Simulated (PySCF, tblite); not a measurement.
# C₂H₁₂SSi₄: geometry, infrared bands and NMR shifts

Wanted: the infrared bands and NMR shifts of C₂H₁₂SSi₄ (`CSC[SiH]1[SiH2][SiH2][SiH2]1`), by calculation.

The runs use tblite 0.8.0 and PySCF 2.14.0, with density-fitted response routines of our own; the level of theory stands in each step. All values are computed, except where a source is named. Atoms count from 0, in the outputs and in this text.

### Step 1. Starting geometry

19 atoms, charge 0, multiplicity 1; geometry from: force field or distance geometry start.

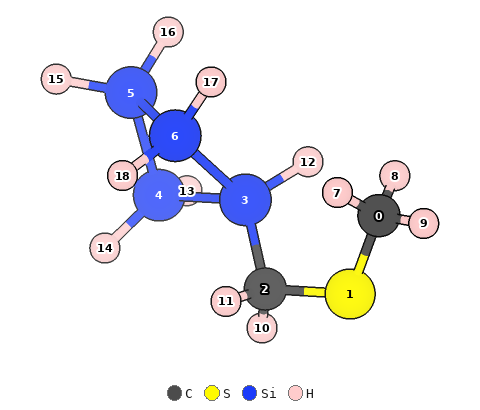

The starting geometry (carbon dark grey, sulfur yellow, silicon blue, hydrogen pink), atoms numbered; sticks join atoms by distance.

### Step 2. Relaxing the molecule with GFN2-xTB

The job: settings as JSON, then the geometry in Å.

```
{"job": {"kind": "relax", "xc": "GFN2-xTB", "basis": "xTB"}, "charge": 0, "multiplicity": 1}
C      3.064400     0.934300     0.627400
S      2.956600    -0.822800     0.282300
C      1.292800    -1.489700     0.262000
Si     0.035200    -0.251300    -0.360200
Si    -1.905100    -1.134700    -1.063800
Si    -2.878000     0.697100    -0.217900
Si    -1.177300     0.739500     1.251500
H      2.423900     1.231100     1.496500
H      2.750700     1.532200    -0.261200
H      4.082000     1.272600     0.913400
H      1.273900    -2.402700    -0.387400
H      1.011700    -1.763500     1.291300
H      0.622800     0.724000    -1.259700
H     -1.946400    -1.231900    -2.530600
H     -2.298900    -2.357400    -0.359700
H     -4.146600     0.476700     0.477800
H     -2.933500     1.851300    -1.108800
H     -0.774000     2.105100     1.550500
H     -1.464000    -0.100700     2.419700
```

Run with:

```
$ OMP_NUM_THREADS=1 python probes_run.py task.json out
```

The driver reads the jobs from task.json and runs them one after another.

Output:

```text
step      E/eV     max force
  0    -555.99991    2.221
  1    -556.26420    1.062
  2    -556.38443    0.809
  3    -556.49063    0.920
  4    -556.62428    1.017
  5    -556.70790    0.831
  6    -556.77078    0.511
  7    -556.82146    0.572
  8    -556.86909    0.627
  9    -556.90980    0.608
 10    -556.92923    0.407
 11    -556.93711    0.208
 12    -556.94324    0.218
 13    -556.94939    0.167
 14    -556.95474    0.162
 15    -556.95863    0.137
 16    -556.96141    0.117
 17    -556.96376    0.101
 18    -556.96633    0.153
 19    -556.96942    0.172
 20    -556.97260    0.128
 21    -556.97550    0.126
 22    -556.97847    0.165
 23    -556.98201    0.252
 24    -556.98626    0.275
 25    -556.99102    0.201
 26    -556.99554    0.152
 27    -556.99950    0.165
 28    -557.00395    0.269
 29    -557.00961    0.301
 30    -557.01517    0.230
 31    -557.01980    0.149
 32    -557.02434    0.185
 33    -557.02977    0.247
 34    -557.03598    0.249
 35    -557.04125    0.175
 36    -557.04471    0.132
 37    -557.04753    0.148
 38    -557.05177    0.237
 39    -557.05902    0.280
 40    -557.06813    0.280
 41    -557.07514    0.181
 42    -557.07907    0.155
 43    -557.08140    0.134
 44    -557.08304    0.135
 45    -557.08451    0.140
 46    -557.08618    0.094
 47    -557.08786    0.100
 48    -557.08911    0.118
 49    -557.09227    0.138
 50    -557.09546    0.128
 51    -557.09852    0.115
 52    -557.10094    0.107
 53    -557.10383    0.150
 54    -557.10716    0.174
 55    -557.11042    0.129
 56    -557.11337    0.147
 57    -557.11632    0.161
 58    -557.11946    0.159
 59    -557.12248    0.165
 60    -557.12499    0.125
 61    -557.12718    0.122
 62    -557.12952    0.102
 63    -557.13264    0.122
 64    -557.13716    0.144
 65    -557.14139    0.140
 66    -557.14472    0.134
 67    -557.14752    0.124
 68    -557.14942    0.103
 69    -557.15073    0.156
 70    -557.15242    0.109
 71    -557.15389    0.072
 72    -557.15499    0.086
 73    -557.15664    0.095
 74    -557.15807    0.066
 75    -557.15886    0.072
 76    -557.15930    0.069
 77    -557.15974    0.059
 78    -557.16034    0.070
 79    -557.16113    0.093
 80    -557.16195    0.096
 81    -557.16266    0.071
 82    -557.16327    0.059
 83    -557.16391    0.069
 84    -557.16467    0.076
 85    -557.16552    0.093
 86    -557.16633    0.075
 87    -557.16699    0.057
 88    -557.16753    0.055
 89    -557.16796    0.055
 90    -557.16836    0.051
 91    -557.16871    0.041
 92    -557.16907    0.038
 93    -557.16943    0.039
 94    -557.16977    0.041
 95    -557.17004    0.037
 96    -557.17023    0.032
 97    -557.17041    0.025
 98    -557.17058    0.027
 99    -557.17078    0.032
100    -557.17100    0.036
101    -557.17124    0.033
102    -557.17150    0.043
103    -557.17178    0.039
104    -557.17206    0.039
105    -557.17234    0.042
106    -557.17260    0.031
107    -557.17285    0.033
108    -557.17312    0.038
109    -557.17345    0.044
110    -557.17385    0.053
111    -557.17430    0.041
112    -557.17475    0.041
113    -557.17521    0.047
114    -557.17559    0.045
115    -557.17588    0.037
116    -557.17610    0.036
117    -557.17637    0.041
118    -557.17681    0.068
119    -557.17723    0.070
120    -557.17759    0.044
121    -557.17780    0.029
122    -557.17793    0.030
123    -557.17803    0.029
124    -557.17813    0.027
125    -557.17828    0.036
126    -557.17849    0.042
127    -557.17877    0.053
128    -557.17912    0.044
129    -557.17941    0.037
130    -557.17961    0.034
131    -557.17975    0.036
132    -557.17986    0.036
133    -557.17995    0.027
134    -557.18002    0.024
135    -557.18008    0.013
136    -557.18014    0.016
137    -557.18021    0.025
138    -557.18027    0.031
139    -557.18034    0.028
140    -557.18044    0.025
141    -557.18057    0.025
142    -557.18074    0.027
143    -557.18091    0.032
144    -557.18106    0.026
145    -557.18117    0.021
146    -557.18128    0.028
147    -557.18139    0.033
148    -557.18148    0.025
149    -557.18152    0.017
150    -557.18156    0.014
151    -557.18159    0.015
152    -557.18166    0.020
153    -557.18171    0.019
154    -557.18178    0.021
155    -557.18183    0.020
156    -557.18187    0.015
157    -557.18192    0.014
158    -557.18196    0.013
159    -557.18199    0.010
160    -557.18201    0.008
```

Run time: 3.4 s. Hardware: 1 thread of Arm Neoverse N1, shared host.

Step by step: (not every step is listed)

| step | energy from step 0 (eV) | largest force (eV/Å) |
| --- | --- | --- |
| 0 | 0.0000 | 2.2209 |
| 1 | -0.2643 | 1.0620 |
| 2 | -0.3845 | 0.8088 |
| 3 | -0.4907 | 0.9202 |
| 4 | -0.6244 | 1.0165 |
| 5 | -0.7080 | 0.8314 |
| 6 | -0.7709 | 0.5107 |
| 7 | -0.8216 | 0.5718 |
| 8 | -0.8692 | 0.6275 |
| 22 | -0.9786 | 0.1653 |
| 36 | -1.0448 | 0.1317 |
| 50 | -1.0956 | 0.1276 |
| 64 | -1.1372 | 0.1437 |
| 78 | -1.1604 | 0.0700 |
| 92 | -1.1692 | 0.0376 |
| 106 | -1.1727 | 0.0310 |
| 120 | -1.1777 | 0.0445 |
| 134 | -1.1801 | 0.0242 |
| 148 | -1.1816 | 0.0245 |
| 155 | -1.1819 | 0.0205 |
| 156 | -1.1820 | 0.0147 |
| 157 | -1.1820 | 0.0142 |
| 158 | -1.1821 | 0.0132 |
| 159 | -1.1821 | 0.0103 |
| 160 | -1.1821 | 0.0082 |

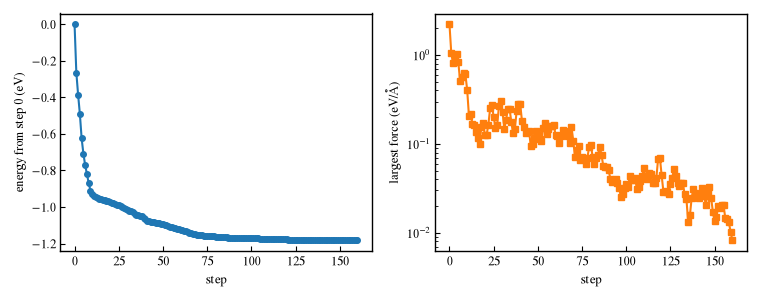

Energy and force, step by step.

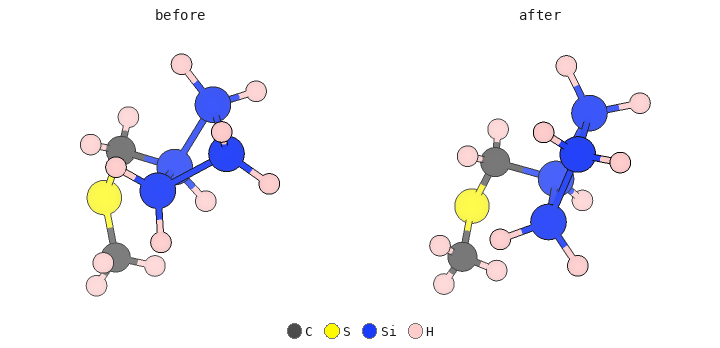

The geometry before (left) and after (right).

Distances of close pairs at the start and the end, largest changes first:

| bond | before (Å) | after (Å) | change (Å) |
| --- | --- | --- | --- |
| Si3–Si6 | 2.247 | 2.371 | +0.124 |
| Si3–Si4 | 2.245 | 2.364 | +0.119 |
| Si4–Si5 | 2.240 | 2.355 | +0.115 |
| Si5–Si6 | 2.248 | 2.355 | +0.107 |
| C2–Si3 | 1.871 | 1.919 | +0.047 |
| C0–H7 | 1.120 | 1.087 | -0.033 |
| C2–H10 | 1.121 | 1.088 | -0.032 |
| C0–H8 | 1.116 | 1.087 | -0.029 |

The next job starts from the end point, and lists it.

### Step 3. Infrared spectrum with GFN2-xTB

The job: settings as JSON, then the geometry in Å.

```
{"job": {"kind": "ir", "xc": "GFN2-xTB", "basis": "xTB"}, "charge": 0, "multiplicity": 1}
C      2.842127     0.604498     1.286171
S      3.024600    -0.853561     0.225686
C      1.286891    -1.374903     0.083787
Si     0.160390    -0.119602    -0.830929
Si    -1.944596    -1.075080    -1.324903
Si    -2.954384     0.385861     0.221716
Si    -0.882821     1.429331     0.630675
H      2.296204     0.330871     2.185233
H      2.322325     1.394880     0.750274
H      3.845923     0.925804     1.545486
H      1.341619    -2.316960    -0.458253
H      0.927847    -1.594334     1.089779
H      1.015574     0.371793    -1.923716
H     -2.383061    -0.890054    -2.712956
H     -2.116808    -2.516988    -1.106609
H     -3.575102    -0.248807     1.392362
H     -4.024630     1.256040    -0.280129
H     -0.777575     2.836605     0.224228
H     -0.414327     1.463856     2.024966
```

Output:

```text
mode    cm-1     km/mol
  1      36.7      1.09
  2      39.7      1.50
  3      68.6      2.09
  4      95.8      3.85
  5     122.8      2.10
  6     151.4      2.38
  7     177.1      1.29
  8     240.3      0.01
  9     269.3     10.59
 10     286.8     29.15
 11     291.2      1.47
 12     358.8      6.39
 13     367.7      3.25
 14     382.2     13.36
 15     384.2      5.98
 16     401.3      0.16
 17     420.3      4.70
 18     433.7      0.12
 19     478.7      0.69
 20     486.2      0.34
 21     548.9    151.58
 22     606.0    542.64
 23     607.4    277.75
 24     630.3    148.60
 25     652.2     40.99
 26     719.1     26.64
 27     735.3     31.54
 28     771.8     44.47
 29     822.9    158.50
 30     826.9    416.30
 31     852.7    107.90
 32     942.4     15.83
 33     943.6      6.24
 34    1093.3      6.96
 35    1176.9      0.52
 36    1319.4      2.95
 37    1443.0      2.11
 38    1449.9     15.30
 39    1452.6     11.00
 40    2144.5     90.09
 41    2156.3    177.35
 42    2167.6     58.79
 43    2179.0    121.91
 44    2186.8    376.20
 45    2194.4    750.83
 46    2196.8    406.94
 47    2951.6     26.02
 48    2998.2      7.25
 49    3007.1     18.93
 50    3016.4     10.43
 51    3056.7      7.49
```

Run time: 2.1 s. Hardware: 1 thread of Arm Neoverse N1, shared host.

Which atoms move in the most intense modes:

| cm⁻¹ | km/mol | atoms |
| --- | --- | --- |
| 606 | 542.6 | H12 33 %, H17 18 %, H18 17 % |
| 607 | 277.8 | H15 31 %, H16 28 %, H13 14 %, H14 12 % |
| 823 | 158.5 | H14 24 %, H13 24 %, H15 21 %, H16 21 % |
| 827 | 416.3 | H18 30 %, H17 29 %, H14 14 %, H13 14 % |
| 2156 | 177.3 | H18 46 %, H12 32 % |
| 2187 | 376.2 | H17 41 %, H14 18 %, H15 16 %, H13 15 % |
| 2194 | 750.8 | H16 68 %, H14 17 % |
| 2197 | 406.9 | H13 64 %, H15 18 % |

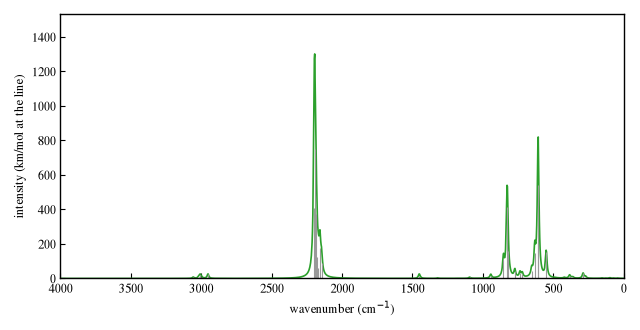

The infrared spectrum from these modes, unscaled. Lines are broadened to a width of 14 cm⁻¹ (Lorentzian).

### Step 4. Nuclear shieldings: PBE0/pcSseg-1

Settings changed since step 3:

```diff
@@ -1,2 +1,2 @@
-{"job": {"kind": "ir", "xc": "GFN2-xTB", "basis": "xTB"}, "charge": 0, "multiplicity": 1}
+{"job": {"kind": "nmr", "xc": "PBE0", "basis": "pcSseg-1"}, "charge": 0, "multiplicity": 1}
 C      2.842127     0.604498     1.286171
```

Level: GIAO PBE0/pcSseg-1 NMR shielding, non-relativistic, gas phase.

Output:

```text
coarse grid: 17736 points
cycle   1  E = -1638.7226630096  dE =  2.345e-01  |g| = 2.758e-01  |ddm| = 4.029e+00
cycle   2  E = -1638.7250428139  dE = -2.380e-03  |g| = 2.637e-01  |ddm| = 6.751e-01
cycle   3  E = -1638.7436156643  dE = -1.857e-02  |g| = 5.002e-02  |ddm| = 3.611e-01
cycle   4  E = -1638.7442339448  dE = -6.183e-04  |g| = 1.878e-02  |ddm| = 7.349e-02
cycle   5  E = -1638.7443247813  dE = -9.084e-05  |g| = 5.205e-03  |ddm| = 2.892e-02
cycle   6  E = -1638.7443320237  dE = -7.242e-06  |g| = 1.388e-03  |ddm| = 8.252e-03
final grid: 146336 points
cycle   7  E = -1638.7846857750  dE = -2.311e-05  |g| = 7.869e-03  |ddm| = 2.591e-02
cycle   8  E = -1638.7846752513  dE =  1.052e-05  |g| = 1.005e-02  |ddm| = 1.466e-02
cycle   9  E = -1638.7847003239  dE = -2.507e-05  |g| = 5.535e-04  |ddm| = 9.073e-03
cycle  10  E = -1638.7847003947  dE = -7.082e-08  |g| = 2.195e-04  |ddm| = 1.073e-03
cycle  11  E = -1638.7847004083  dE = -1.361e-08  |g| = 5.013e-05  |ddm| = 3.043e-04
cycle  12  E = -1638.7847004089  dE = -6.216e-10  |g| = 1.592e-05  |ddm| = 7.466e-05
converged SCF energy = -1638.7847004089

GIAO shielding tensors (ppm)
atom      isotropic    diamagn.    paramagn.     s11        s22        s33       span
  0 C      164.327     251.139     -86.812    150.203    162.615    180.161     29.958
  1 S      518.875    1054.610    -535.734    408.749    440.948    706.930    298.181
  2 C      165.609     253.139     -87.531    151.043    158.289    187.494     36.451
  3 Si     381.182     880.869    -499.688    365.090    379.819    398.636     33.546
  4 Si     443.422     881.105    -437.684    393.191    432.421    504.654    111.463
  5 Si     445.627     880.801    -435.173    395.236    431.831    509.814    114.578
  6 Si     437.881     881.182    -443.301    387.188    420.143    506.312    119.124
  7 H       29.863      30.801      -0.938     26.517     27.123     35.949      9.432
  8 H       29.389      31.535      -2.147     24.173     29.135     34.858     10.685
  9 H       29.762      27.898       1.864     24.774     26.559     37.953     13.179
 10 H       29.774      30.920      -1.146     23.061     29.241     37.020     13.960
 11 H       29.580      32.472      -2.892     24.082     29.822     34.838     10.756
 12 H       26.932      29.933      -3.001     23.600     26.222     30.973      7.374
 13 H       27.500      29.610      -2.111     24.238     25.101     33.160      8.923
 14 H       27.700      29.635      -1.936     24.105     25.637     33.357      9.252
 15 H       27.471      29.566      -2.095     24.388     24.938     33.087      8.698
 16 H       27.529      29.255      -1.726     23.961     24.992     33.634      9.673
 17 H       27.478      29.754      -2.277     24.155     25.555     32.724      8.569
 18 H       27.689      30.318      -2.630     23.548     27.177     32.342      8.795
```

Run time: 1.7 min. Hardware: 1 thread of Arm Neoverse N1, shared host; peak memory 0.99 GiB.

The references, computed at this level on geometries of the same kind, shield at (ppm): 1H TMS 31.72, 13C TMS 186.9, 29Si TMS 349.2, 33S CS2 504. Their shielding less the atom's gives the shift. The references are single molecules in the gas phase. Atoms listed in one row are averaged.

| atoms | environment | σ (ppm) | δ (ppm) | δ scaled to CDCl3 |
| --- | --- | --- | --- | --- |
| C0 | methyl carbon bonded to S | 164.3 | 22.6 | 15.7 |
| C2 | sp3 CH2 bonded to S and Si | 165.6 | 21.3 | 14.5 |
| H12 | hydrogen on a silicon bonded to C, 2 Si, in a 4-membered ring | 26.93 | 4.79 | – |
| H15 | hydrogen on a silicon bonded to 2 Si, in a 4-membered ring | 27.47 | 4.25 | – |
| H13, H17 | hydrogen on a silicon bonded to 2 Si, in a 4-membered ring | 27.49 | 4.23 | – |
| H16 | hydrogen on a silicon bonded to 2 Si, in a 4-membered ring | 27.53 | 4.19 | – |
| H14, H18 | hydrogen on a silicon bonded to 2 Si, in a 4-membered ring | 27.69 | 4.02 | – |
| H7, H8, H9 | hydrogen on a methyl carbon bonded to S | 29.67 | 2.05 | 2.03 |
| H10, H11 | hydrogen on an sp3 CH2 bonded to S and Si | 29.68 | 2.04 | 2.03 |
| S1 | sulfide sulfur | 519 | -15 | – |
| Si3 | silicon bonded to C, 2 Si, H, in a 4-membered ring | 381.2 | -32.0 | – |
| Si4, Si6 | silicon bonded to 2 Si, 2 H, in a 4-membered ring | 440.7 | -91.5 | – |
| Si5 | silicon bonded to 2 Si, 2 H, in a 4-membered ring | 445.6 | -96.5 | – |

The scaled column applies a straight-line fit of computed shieldings to shifts measured in CDCl3, with any fitted terms for Cl, Br or S neighbours (root-mean-square error 0.16 ppm for H, 1.9 ppm for C).

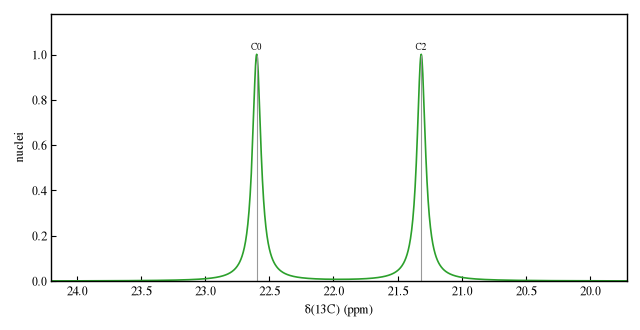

13C lines at the computed shifts, without couplings. Lines are broadened to a width of 0.08 ppm (Lorentzian).

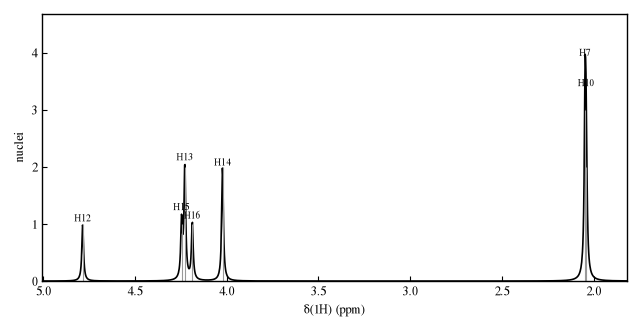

1H lines at the computed shifts, without couplings. Lines are broadened to a width of 0.01 ppm (Lorentzian).

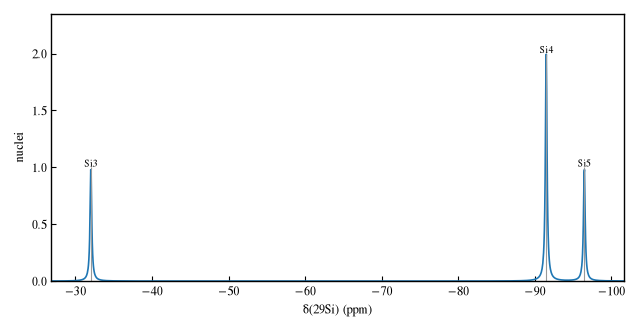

29Si lines at the computed shifts, without couplings. Lines are broadened to a width of 0.26 ppm (Lorentzian).

Charges from the same density, by scheme (e):

| atoms | Mulliken | IAO | Hirshfeld | ESP fit |
| --- | --- | --- | --- | --- |
| C0 | -0.40 | -0.50 | -0.12 | -0.47 |
| S1 | -0.04 | 0.09 | -0.01 | -0.16 |
| C2 | -0.59 | -0.60 | -0.17 | -0.42 |
| Si3 | 0.09 | 0.32 | 0.18 | 0.35 |
| Si4, Si6 | 0.08 | 0.14 | 0.14 | -0.03 |
| Si5 | 0.02 | 0.16 | 0.14 | 0.20 |

IAO charges:

C0 -0.50; S1 0.09; C2 -0.60; Si3 0.32; Si4 0.14; Si5 0.16; Si6 0.14; H7 0.15; H8 0.15; H9 0.17; H10 0.17; H11 0.15; H12 -0.07; H13 -0.08; H14 -0.08; H15 -0.08; H16 -0.08; H17 -0.08; H18 -0.08

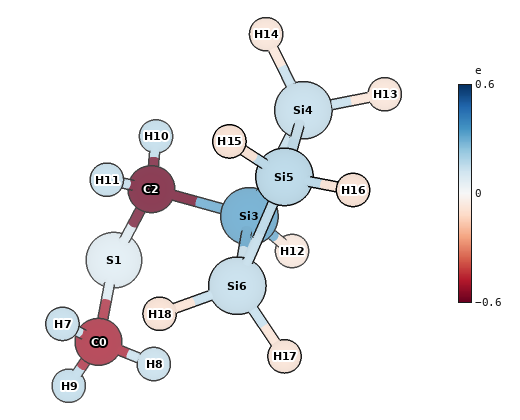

IAO charges, as colours on the atoms.

Mayer bond orders: C0–S1 1.00, S1–C2 0.99, C2–Si3 0.82, Si3–Si4 0.86, Si4–Si5 0.85, Si5–Si6 0.86, Si6–Si3 0.87.

Ring of atoms Si3, Si4, Si5, Si6: NICS(0) 2.9, NICS(1) -0.5, NICS(1)zz 8.0 ppm (means of both faces).

Orbitals, density, ELF and potential are computed afterwards from the orbital file.

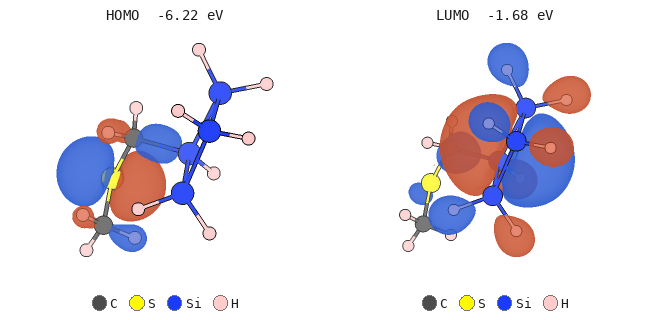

Frontier orbitals at PBE0/pcSseg-1; each surface holds 70 % of the orbital's density, blue and red mark the sign.

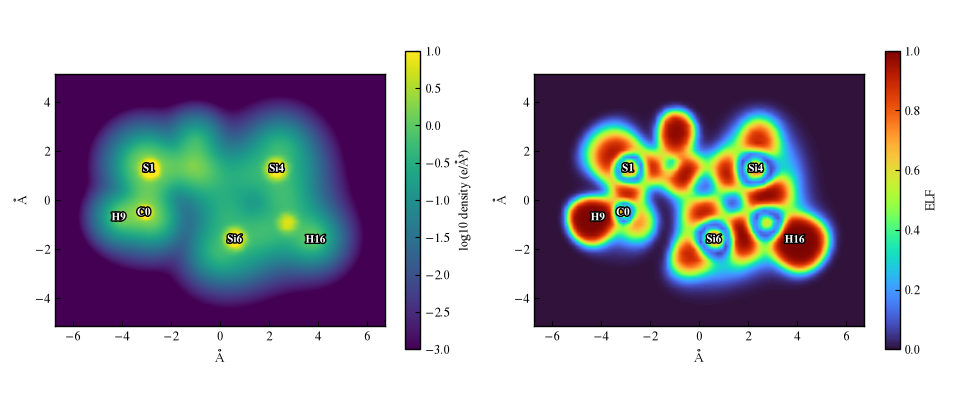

Density (left) and ELF (right) in a plane through or near 6 of the atoms.

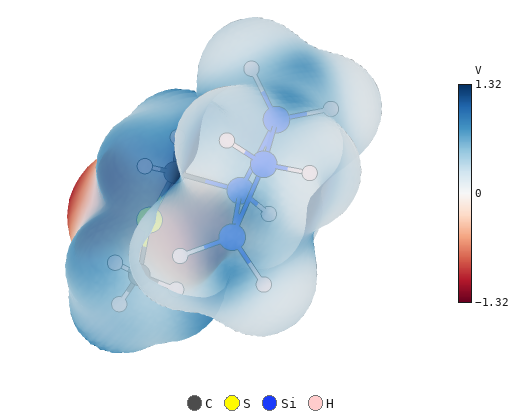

Electrostatic potential on the surface of density 0.002 e/bohr³; red is low, blue high. It runs from -1.03 V near S1 to 1.32 V near Si5.

### Step 5. Outcome

```
                                                                quantity                                         value
                               strongest single infrared mode (GFN2-xTB)                         2194 cm⁻¹, 751 km/mol
                                            zero-point energy (GFN2-xTB)                                 76.3 kcal/mol
                                  13C shifts against TMS (PBE0/pcSseg-1)                                22.6, 21.3 ppm
  1H shifts against TMS (PBE0/pcSseg-1, means over atoms taken as alike)  4.79, 4.25, 4.23, 4.19, 4.02, 2.05, 2.04 ppm
                                  33S shifts against CS2 (PBE0/pcSseg-1)                                       -15 ppm
29Si shifts against TMS (PBE0/pcSseg-1, means over atoms taken as alike)                       -32.0, -91.5, -96.5 ppm
                                   surface potential, least and greatest                            -1.03 V and 1.32 V
```

What this shows: Relaxing lowered the energy by 1.182 eV in 160 steps; the close pair that moved most is Si3–Si6, from 2.247 to 2.371 Å. No mode is imaginary among the 51: a minimum at this level. Unscaled tight-binding wavenumbers are off by several per cent, some by more. Its intensities can rank the bands wrongly. At PBE0/pcSseg-1: The largest span, 298 ppm, is at S1, where the paramagnetic term is -536 ppm. By nearest atom (PBE0/pcSseg-1), the HOMO sits on S1 72 % and the LUMO on 4 Si atoms about 12 % each; 7 H atoms about 6 % each.
